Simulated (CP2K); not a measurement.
**ZrO (SMILES [O][Zr]) at PM6**

What is the energy change on altering one bond length of ZrO at PM6? 

The results are computed with CP2K 2026.2.

8 further runs of the same task are left out: 5 that didn't finish, 3 set aside as unsound or not needed.

### Step 1. The molecule

ZrO has 2 atoms, charge 0, and is taken as a singlet. As SMILES, `[O][Zr]`. The bond length is the measured one.

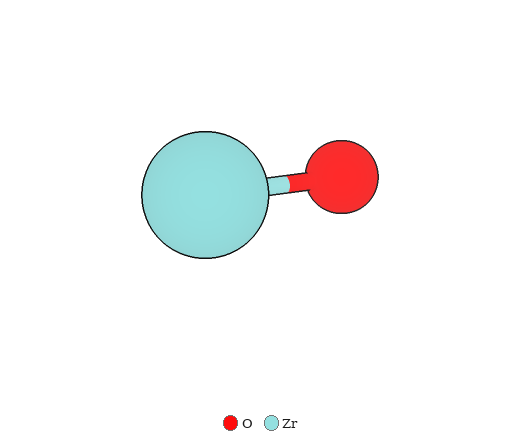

The structure, seen from a chosen angle (oxygen red, zirconium light teal).

### Step 2. A single-point energy at PM6

The input, molecule.xyz:

```xyz
2

O      0.000000     0.000000     0.000000
Zr     0.000000     0.000000     1.711600
```

The input, job.inp:

```
&FORCE_EVAL
 METHOD QS
 &DFT
  &QS
   METHOD PM6
   EPS_DEFAULT 1.0E-10
   &SE
    &COULOMB
     CUTOFF [angstrom] 50
     RC_RANGE [angstrom] 0
    &END COULOMB
    &EXCHANGE
     CUTOFF [angstrom] 50
     RC_RANGE [angstrom] 0
    &END EXCHANGE
   &END SE
  &END QS
  &POISSON
   PERIODIC NONE
   POISSON_SOLVER ANALYTIC
  &END POISSON
  &SCF
   SCF_GUESS ATOMIC
   EPS_SCF 1.0E-06
   MAX_SCF 80
   ADDED_MOS 4
   &DIAGONALIZATION
    ALGORITHM STANDARD
   &END DIAGONALIZATION
   &MIXING
    METHOD DIRECT_P_MIXING
    ALPHA 0.4
   &END MIXING
   &SMEAR ON
    METHOD FERMI_DIRAC
    ELECTRONIC_TEMPERATURE [K] 300
   &END SMEAR
  &END SCF
  &PRINT
   &MOMENTS
    PERIODIC F
    REFERENCE COM
    MAX_MOMENT 1
   &END MOMENTS
   &MO ON
    ENERGIES T
    OCCUPATION_NUMBERS T
    NDIGITS 6
    &EACH
     QS_SCF 0
    &END EACH
    ADD_LAST NUMERIC
   &END MO
   &HIRSHFELD OFF
   &END HIRSHFELD
  &END PRINT
 &END DFT
 &SUBSYS
  &CELL
   ABC 12 12 13.7
   PERIODIC NONE
  &END CELL
  &TOPOLOGY
   COORD_FILE_NAME molecule.xyz
   COORD_FILE_FORMAT XYZ
   &CENTER_COORDINATES
   &END CENTER_COORDINATES
  &END TOPOLOGY
 &END SUBSYS
&END FORCE_EVAL

&GLOBAL
 PROJECT job
 RUN_TYPE ENERGY
 PRINT_LEVEL MEDIUM
&END GLOBAL
```

The run is started by

```
$ OMP_NUM_THREADS=1 cp2k.psmp job.inp > job.out
```

Log (excerpt; [...] marks lines left out):

```text
CP2K| version string:                                       CP2K version 2026.2
[...]
 GLOBAL| Method name                                                        CP2K
[...]
 GLOBAL| Run type                                                         ENERGY
[...]
                             - Atoms:                                          2
[...]
                             - Spherical basis functions:                     13
[...]
 Number of electrons:                                                         10
[...]
     1 P_Mix/Diag. 0.40E+00    0.0     0.51067176       -11.1504134123 -1.12E+01
[...]
    17 DIIS/Diag.  0.62E-07    0.0     0.00000018       -12.7651711446 -6.70E-13
  *** SCF run converged in    17 steps ***
  Core-core repulsion energy [eV]:                            146.29394403101443
  Core Hamiltonian energy [eV]:                              -590.60068382758459
  Two-electron integral energy [eV]:                          193.89753557222488
  Electronic energy [eV]:                                    -493.65191604147219
  Electronic entropic energy:                                  -0.00000000000000
  Fermi energy:                                                -0.05035067370883
  Total energy [eV]:                                         -347.35797201045779
  Atomic reference energy [eV]:                               348.58388514729171
  Heat of formation [kcal/mol]:                                28.27023076955769
[...]
 SE_DIPOLE| Moment [Debye]         -0.00000000      -0.00000000      -7.81616035
 SE_DIPOLE| Derivative [a.u.]       0.00000000       0.00000000       0.00000000
 ENERGY| Total FORCE_EVAL ( QS ) energy [hartree]            -12.765171144604082
[...]
```

It took 0.26 s on 1 thread of Arm Neoverse V1, shared host.

### Step 3. The distorted shape

The input, molecule.xyz:

```xyz
2

O      0.000000     0.000000    -0.513500
Zr     0.000000     0.000000     1.711600
```

The input, molecule.inp:

```
&GLOBAL
   PROJECT molecule
   RUN_TYPE ENERGY
   PRINT_LEVEL MEDIUM
&END GLOBAL

&FORCE_EVAL
   METHOD Quickstep
   &DFT
      CHARGE 0
      MULTIPLICITY 1
      &QS
         METHOD PM6
         EPS_DEFAULT 1.0E-10
         &SE
            &COULOMB
               CUTOFF [angstrom] 50
               RC_RANGE [angstrom] 0
            &END COULOMB
            &EXCHANGE
               CUTOFF [angstrom] 50
               RC_RANGE [angstrom] 0
            &END EXCHANGE
         &END SE
      &END QS
      &POISSON
         PERIODIC NONE
         POISSON_SOLVER ANALYTIC
      &END POISSON
      &SCF
         SCF_GUESS ATOMIC
         EPS_SCF 1.0E-06
         MAX_SCF 80
         ADDED_MOS 4
         &DIAGONALIZATION
            ALGORITHM STANDARD
         &END DIAGONALIZATION
         &MIXING
            METHOD DIRECT_P_MIXING
            ALPHA 0.4
         &END MIXING
         &SMEAR ON
            METHOD FERMI_DIRAC
            ELECTRONIC_TEMPERATURE [K] 300
         &END SMEAR
      &END SCF
      &PRINT
         &MOMENTS
            PERIODIC F
            REFERENCE COM
            MAX_MOMENT 1
         &END MOMENTS
         &MO ON
            ENERGIES T
            OCCUPATION_NUMBERS T
            NDIGITS 6
            &EACH
               QS_SCF 0
            &END EACH
            ADD_LAST NUMERIC
         &END MO
         &HIRSHFELD OFF
         &END HIRSHFELD
      &END PRINT
   &END DFT
   &SUBSYS
      &CELL
         ABC [angstrom] 12 12 14.2
         PERIODIC NONE
      &END CELL
      &TOPOLOGY
         COORD_FILE_NAME molecule.xyz
         COORD_FILE_FORMAT XYZ
         &CENTER_COORDINATES
         &END CENTER_COORDINATES
      &END TOPOLOGY
   &END SUBSYS
&END FORCE_EVAL
```

The run is started by

```
$ OMP_NUM_THREADS=1 cp2k.psmp molecule.inp > molecule.out
```

Log (excerpt; [...] marks lines left out):

```text
CP2K| version string:                                       CP2K version 2026.2
[...]
 GLOBAL| Method name                                                        CP2K
[...]
 GLOBAL| Run type                                                         ENERGY
[...]
                             - Atoms:                                          2
[...]
                             - Spherical basis functions:                     13
[...]
 Number of electrons:                                                         10
[...]
     1 P_Mix/Diag. 0.40E+00    0.0     0.44505648       -11.5085949567 -1.15E+01
[...]
    18 DIIS/Diag.  0.18E-06    0.0     0.00000080       -12.6802552573 -9.15E-12
  *** SCF run converged in    18 steps ***
  Core-core repulsion energy [eV]:                            120.82875310954638
  Core Hamiltonian energy [eV]:                              -588.40618993504415
  Two-electron integral energy [eV]:                          245.06028724262129
  Electronic energy [eV]:                                    -465.87604631373353
  Electronic entropic energy:                                  -0.00000000000000
  Fermi energy:                                                -0.06306320471670
  Total energy [eV]:                                         -345.04729320418710
  Atomic reference energy [eV]:                               348.58388514729171
  Heat of formation [kcal/mol]:                                81.55575412751941
[...]
 SE_DIPOLE| Moment [Debye]          0.00000000      -0.00000000      -9.05251423
 SE_DIPOLE| Derivative [a.u.]       0.00000000       0.00000000       0.00000000
 ENERGY| Total FORCE_EVAL ( QS ) energy [hartree]            -12.680255257251520
[...]
```

Wall time 0.26 s (1 thread of Arm Neoverse V1, shared host).

### Step 4. What came out

At PM6:

| quantity | value |
| --- | --- |
| first shape: total energy | -12.76517 Eh |
| first shape: dipole moment | 7.82 D |
| first shape: HOMO energy | -5.58 eV |
| first shape: LUMO energy | -0.46 eV |
| first shape: HOMO–LUMO gap | 5.12 eV |
| first shape: heat of formation | 28.3 kcal/mol |
| distorted shape: total energy | -12.68026 Eh |
| distorted shape: dipole moment | 9.05 D |
| distorted shape: HOMO energy | -5.83 eV |
| distorted shape: LUMO energy | -0.78 eV |
| distorted shape: HOMO–LUMO gap | 5.05 eV |
| distorted shape: heat of formation | 81.6 kcal/mol |
| energy change with the O1–Zr2 bond stretched from 1.712 to 2.225 Å | 2.311 eV |

In words: With the O1–Zr2 bond stretched from 1.712 to 2.225 Å the energy rises by 2.31 eV (53 kcal/mol). The first shape isn't relaxed at this level, so the change isn't measured from a minimum.
